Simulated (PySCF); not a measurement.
# One shape, several levels: SiF3 (SMILES F[Si](F)F)

We compute a comparison of 6 runs (U-wB97X-V/STO-3G, UB3LYP/STO-3G, UPBE0/STO-3G, NEVPT2(3,3)/STO-3G, UCISD/STO-3G, UCCSD(T)/STO-3G) of SiF3. Input form: a Python script.

The results are computed with PySCF 2.14.0.

6 further runs of the same task are left out: 6 set aside as unsound or not needed.

### Step 1. The structure to begin with

The species is SiF3 (4 atoms), meant as a doublet with charge 0. SMILES: `F[Si](F)F`. The Si2–F3 distance was set to 3.499 Å, away from the relaxed value. At this shape a bond of the SMILES string is far longer than usual.

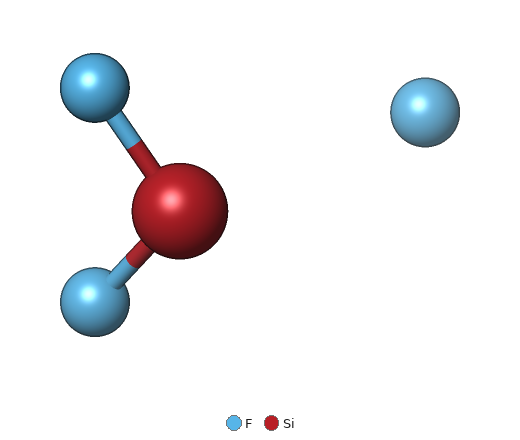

Viewed from a chosen angle; fluorine blue, silicon red.

### Step 2. A single-point energy at U-wB97X-V/STO-3G (run 1)

start.xyz

```xyz
4

F      1.552901     0.850797     2.217880
Si     0.439771     1.603827     1.367710
F     -0.962750    -0.889100    -0.646850
F      1.265111     2.513807     0.357810
```

job.py

```python
from pyscf import gto, dft

mol = gto.M(
    atom='start.xyz',
    max_memory=1860,
    spin=1,
    charge=0,
    basis='sto-3g',
    verbose=3,
)

ks = dft.UKS(mol)
ks.xc = 'wb97x-v'
ks.conv_tol = 1e-10
ks.nlcgrids.level = 1
ks.grids.level = 5
ks.kernel()
if not ks.converged:
    ks = ks.newton().run(ks.mo_coeff, ks.mo_occ)

etot = ks.e_tot
print(f'total energy: {etot:.8f} hartree')
```

Command:

```sh
$ OMP_NUM_THREADS=1 python job.py
```

The log of the run:

```text
WARN: HOMO 0.139009383244781 >= LUMO 0.138990181875255

converged SCF energy = -581.083934754644  <S^2> = 0.7500056  2S+1 = 2.0000056
total energy: -581.08393475 hartree
```

Wall time 1.7 min (1 thread of Intel Xeon Platinum 8488C (Sapphire Rapids), shared host); peak memory 0.23 GiB.

### Step 3. The energy at UB3LYP/STO-3G (run 2)

job.py

```python
from pyscf import gto, dft

mol = gto.Mole()
mol.atom = 'F 1.552901 0.850797 2.217880; Si 0.439771 1.603827 1.367710; F -0.962750 -0.889100 -0.646850; F 1.265111 2.513807 0.357810'
mol.charge = 0
mol.spin = 1
mol.max_memory = 1860
mol.basis = 'sto-3g'
mol.verbose = 3
mol.build()

calc0 = dft.UKS(mol, xc='b3lyp')
calc0.conv_tol = 1e-10
calc0.grids.level = 5
calc0.kernel()
if not calc0.converged:
    calc0 = calc0.newton().run(calc0.mo_coeff, calc0.mo_occ)

e_final = calc0.e_tot
print('Final energy', e_final)
```

Command:

```sh
$ OMP_NUM_THREADS=1 python job.py
```

The log of the run:

```text
WARN: HOMO -0.28990314516657 >= LUMO -0.289903145166573

WARN: HOMO 0.0529900604023237 >= LUMO 0.0529724780988279

WARN: HOMO 0.0951915960334649 >= LUMO 0.0953195391247607

converged SCF energy = -581.175195515028  <S^2> = 0.75001384  2S+1 = 2.0000138
Final energy -581.1751955150276
```

Wall time 16 s (1 thread of Intel Xeon Platinum 8488C (Sapphire Rapids), shared host); peak memory 0.23 GiB.

Runs 3 to 5 aren't shown in full; the table further down has their settings and results.

### Step 4. The energy at UCCSD(T)/STO-3G (run 6)

run.py

```python
from pyscf import gto, cc

molecule = gto.Mole()
molecule.atom = '''
F      1.552901     0.850797     2.217880
Si     0.439771     1.603827     1.367710
F     -0.962750    -0.889100    -0.646850
F      1.265111     2.513807     0.357810
'''
molecule.max_memory = 1860
molecule.verbose = 3
molecule.basis = 'sto-3g'
molecule.charge = 0
molecule.spin = 1
molecule.build()

myscf = molecule.UHF()
myscf.conv_tol = 1e-10
myscf.kernel()
if not myscf.converged:
    myscf = myscf.newton().run(myscf.mo_coeff, myscf.mo_occ)

mycc = cc.CCSD(myscf, frozen=8)
mycc.kernel()
e_t = mycc.ccsd_t()
energy = mycc.e_tot + e_t
print('E = %.10f Eh' % energy)
```

Command:

```sh
$ OMP_NUM_THREADS=1 python run.py
```

The log of the run:

```text
WARN: HOMO 0.196599392430333 >= LUMO 0.19669063013775

converged SCF energy = -579.666610473222  <S^2> = 0.75000294  2S+1 = 2.0000029
E(UCCSD) = -579.7473802859589  E_corr = -0.08076981273655381
UCCSD(T) correction = -0.00890940519604561
E = -579.7562896912 Eh
```

It took 2.1 s on 1 thread of Intel Xeon Platinum 8488C (Sapphire Rapids), shared host; peak memory 0.12 GiB.

### Step 5. Overview of the runs

| run | level | nlc grid | integration grid | energy (Eh) | dipole moment (D) of the reference | HOMO energy (eV) | LUMO energy (eV) | wall time |
| --- | --- | --- | --- | --- | --- | --- | --- | --- |
| 1 | U-wB97X-V/STO-3G | 1 | 5 | -581.083935 | 0.04 | -5.40 | 3.12 | 1.7 min |
| 2 | UB3LYP/STO-3G | – | 5 | -581.175196 | 0.04 | -2.81 | -0.11 | 16 s |
| 3 | UPBE0/STO-3G | – | 5 | -580.846064 | 0.04 | -3.11 | 0.56 | 17 s |
| 4 | NEVPT2(3,3)/STO-3G | – | – | -579.738412 | 0.67 | – | – | 1.5 s |
| 5 | UCISD/STO-3G | – | – | -579.746752 | 0.67 | -6.63 | 6.93 | 1.5 s |
| 6 | UCCSD(T)/STO-3G | – | – | -579.756290 | 0.67 | -6.63 | 6.93 | 2.1 s |

### Step 6. What came out

| quantity | value |
| --- | --- |
| run 6: total energy | -579.75629 Eh |
| run 6: dipole moment (Hartree–Fock density) | 0.67 D |
| run 6: HOMO energy (Hartree–Fock orbitals) (highest over α and β) | -6.63 eV |
| run 6: LUMO energy (Hartree–Fock orbitals) (lowest over α and β) | 6.93 eV |
| run 6: correlation energy (8 core orbitals frozen) | -89.7 mEh |
| run 6: (T) correction | -8.91 mEh |
| run 6: ⟨S²⟩ of the reference determinant | 0.750 |
| run 6: T1 diagnostic | 0.017 |

**Reading.** Totals of different functionals can't be ranked against each other. In runs 1, 2, 3, 4, 5, 6 the basis is minimal, so the values are rough. All runs together took 2.3 min, the longest 1.7 min.
